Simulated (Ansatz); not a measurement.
SnSe2/SnSe2 (1T bilayer), computed twice by G0W0.

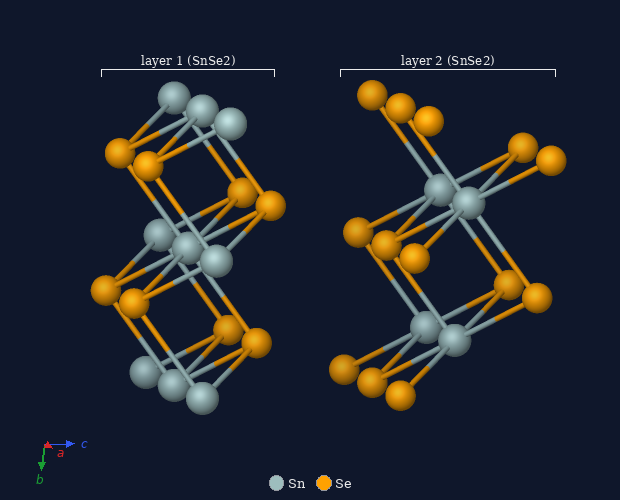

The structure (tin teal, selenium orange). Bonds to atoms that aren't drawn are left out. 2×2×1 cells are drawn. Some periodic images of atoms are drawn too.

The cell holds 6 atoms: 2 Sn and 4 Se. Cell: a = 3.831 Å, b = 3.831 Å, c = 42.000 Å, α = 90.0°, β = 90.0°, γ = 120.0°. Regions: layer 1 (SnSe2), 3 atoms (1 Sn and 2 Se); layer 2 (SnSe2), 3 atoms (1 Sn and 2 Se). Vacuum lies along c.

```xyz
6
Lattice="3.8312 0.0000 0.0000 -1.9156 3.3179 0.0000 0.0000 0.0000 42.0000" Properties=species:S:1:pos:R:3
Sn    0.0000    0.0000   17.8897
Se    0.0000    2.2119   19.4840
Se    1.9156    1.1060   16.2942
Sn    0.0000    2.2119   24.1103
Se    1.9156    1.1060   25.7058
Se    0.0000    0.0000   22.5160
```

The structure was relaxed with PBE-D3(BJ). The runs that relaxed it are not among those shown.

The first (Ansatz 0.2.0; start PBE, 6×6×1 mesh, 787 empty bands, screening to 75 eV, PAW set soft_1 files; 4 threads of AMD EPYC 9R14 (Zen 4), shared host) gave, on its mesh: starting gap 0.49 eV, G0W0 gap 1.20 eV, mean of 1 + 4πα/V (set by the cell height) 3.26, 11 min.

The second gave: starting gap 0.48 eV, G0W0 gap 1.16 eV, mean of 1 + 4πα/V (set by the cell height) 3.31, 95 s.

Q: What was changed in the input? Choose among start, files, mesh, bands and cutoff, frequency model or another key.

Changed: empty bands from 787 to 318 and screening cutoff (eV) from 75.0 to 41. The starting gap stayed, which rules out the functional and points to the GW step. Other changes could give like numbers; this is the one that was made.

Limits: not at the basis limit; coarse mesh for a sheet; no spin-orbit coupling.

[Paths, hosts, dates, memory and timing lines, banners, echoed tables and standing remarks are left out of the program output.]

[Logs are printed without paths, hosts, clocks, repeated set-up lines and the standing remarks that a program may print on its own settings, such as how far it seeks lower states.]

[Runs of the session that timed out or met a known fault of the program may be left out.]

[Cells called generated may have been cut or substituted from an entry of the Crystallography Open Database or the Materials Project.]

[Hosts, paths, dates, database ids (printed as entryN), source tags and the programs' standing remarks are cut or masked in the printed files.]
